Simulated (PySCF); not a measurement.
Consider C$_{3}$H$_{12}$BN.

```xyz
17

C     2.6243    0.0815    0.1774
C     1.2497   -0.5843    0.1891
B     0.0322    0.4933    0.0625
N    -1.3382   -0.4258    0.0979
C    -2.5873    0.3205   -0.0006
H     2.7068    0.7821    1.0054
H     3.4294   -0.6495    0.2632
H     2.7626    0.6384   -0.7466
H     1.1677   -1.1675    1.1149
H     1.2219   -1.3121   -0.6316
H     0.0110    1.0616   -0.9858
H    -0.0495    1.2261    0.9998
H    -1.2505   -1.0848   -0.6704
H    -1.2979   -0.9482    0.9683
H    -2.5878    0.8846   -0.9306
H    -3.4622   -0.3329    0.0274
H    -2.6392    1.0291    0.8230
```

Geometry: GFN2-xTB.

Computed with PySCF, PBE0/pcSseg-1, SCF density, gas phase, non-relativistic.

Question: What can the converged electron density and electron localisation function tell about the bonding?

Answer: C–N (1.46 Å): the density is about 1.9 e/Å³ at the midpoint; the ELF peaks at about 0.95 between the atoms: localised, covalent bonding.
C–C (1.53 Å): the density is about 1.6 e/Å³ at the midpoint; the ELF peaks at about 0.95 between the atoms, as expected for a shared electron pair.
C–B (1.63 Å): ρ is about 1.3 e/Å³ halfway; the ELF peaks at about 1 between the atoms, as expected for localised, covalent bonding.
B–N (1.65 Å): ρ at the midpoint is about 1.1 e/Å³; the ELF peaks at about 0.95 between the atoms: a shared but strongly polarised pair.

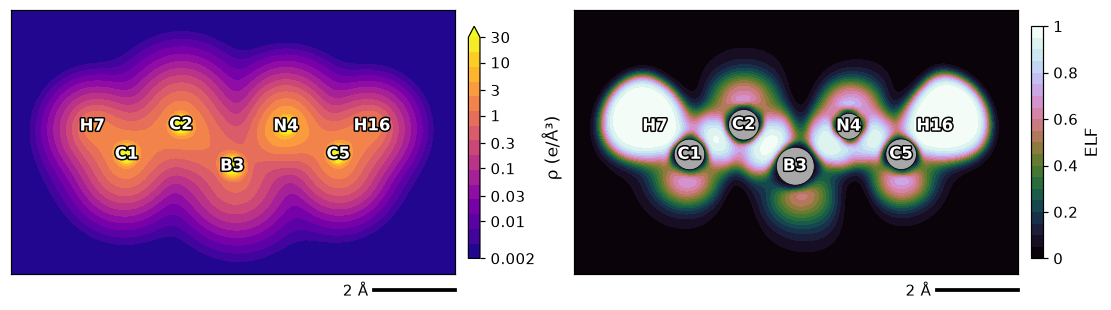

Computed electron density and electron localisation function on the plane of atoms B3, N4 and C5, in this order. Grey discs cover the atomic cores in the ELF map. 
